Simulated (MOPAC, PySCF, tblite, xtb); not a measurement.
Potential energy curve for BN, triplet.

Methods: GFN1-xTB (xtb); UCCSD = CCSD on UHF/6-31G, 2 core orbitals frozen (PySCF); UHF/6-31G (PySCF); GFN2-xTB, 300 K electronic temperature (tblite); PM6, unrestricted, heats of formation (MOPAC).

Energies are in kcal/mol, each relative to the lowest point of its own curve near equilibrium.

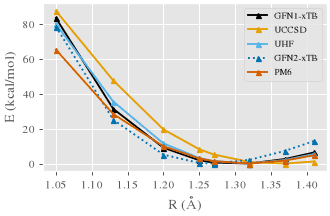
*Energy against bond length for each method.*

```tsv
R / Å	GFN1-xTB	UCCSD	UHF	GFN2-xTB	PM6
1.05	83.4	87.5	80.0	78.5	65.3
1.13	31.4	47.6	35.5	25.1	28.4
1.20	9.1	19.6	11.5	5.1	9.9
1.25	1.9	8.2	3.1	0.3	2.9
1.27	0.5	5.2	1.4	0.0	1.4
1.32	0.0	0.9	0.0	2.1	0.0
1.37	2.6	0.0	2.1	7.3	1.7
1.41	6.3	1.2	5.4	12.9	4.8
```

At the longest distance, 1.41 Å, GFN2-xTB lies highest above its minimum (12.9 kcal/mol) and UCCSD lowest (1.2 kcal/mol).

The scan ran from 1.05 to 5.21 Å; beyond the distances shown one of the unrestricted levels run for this scan, shown here or not, changes its spin distribution in one step. The unrestricted determinant behind UCCSD, UHF is spin-contaminated at 1.37 to 1.41 Å (<S²> up to 2.2, against 2.00 for a pure triplet).
